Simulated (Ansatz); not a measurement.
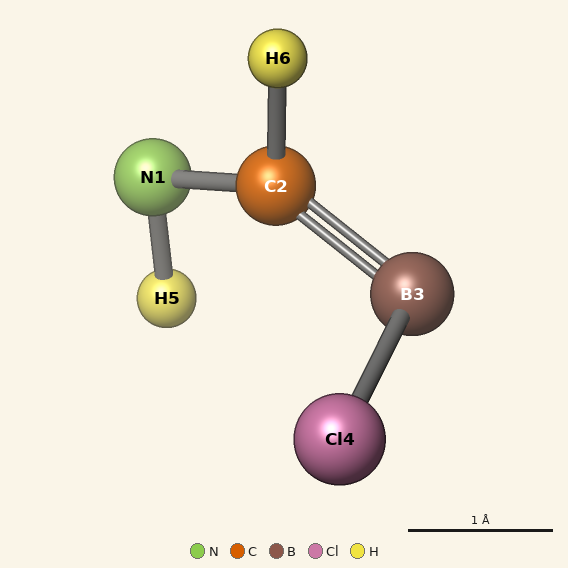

Source: calculation with Ansatz.

Orthographic view. Depth is shown by fading: the farther an atom, the more it takes the colour of the background. Charge −1, singlet. Geometry: moved along internal coordinates away from the minimum.

Write a Z-matrix (Å, degrees) in the order of the atom numbers, with these reference atoms: 2 to 1; 3 to 2, 1; 4 to 3, 2, 1; 5 to 1, 2, 3; 6 to 2, 3, 4.

```
N  
C    1   1.294
B    2   1.267   1   137.1
Cl   3   1.837   2   109.9   1  -106.3
H    1   1.025   2   108.5   3     6.0
H    2   1.109   3   107.7   4    81.7
```
